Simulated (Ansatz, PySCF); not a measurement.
HCl (SMILES Cl) and CHN (SMILES C#N) are pulled apart as rigid monomers along the line of their centres of mass, from the B3LYP-D3(BJ)/def2-TZVP minimum. Starting geometry (charge 0, multiplicity 1):
```xyz
5

Cl    -0.34072    -1.53255    -0.63115
H     -0.27153    -0.80216     0.43500
C     -0.10279     0.99552     3.05019
N     -0.16311     0.34697     2.10989
H     -0.04639     1.60010     3.92789
```

Interaction energies with rigid monomers; basis-set methods are counterpoise corrected unless marked otherwise.

Frozen-core correlation. Rows in 3-21G, 6-311+G**, 6-31G* carry no dispersion term and start afresh at each structure (6-31G* with six Cartesian d functions).

Run with Ansatz (a quantum-chemistry and plane-wave program); PySCF for 3-21G rows, 6-311+G** rows, 6-31G* rows. Each number belongs to the level named beside it.

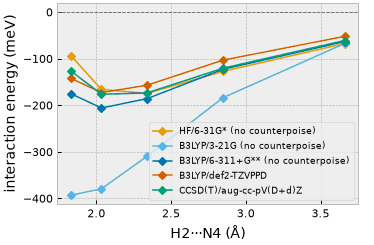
Figure: Interaction energy against separation

**Question.** Which level binds most strongly at H2···N4 = 2.03, and by how much?

**Answer.** B3LYP/3-21G (no counterpoise), -379 meV.
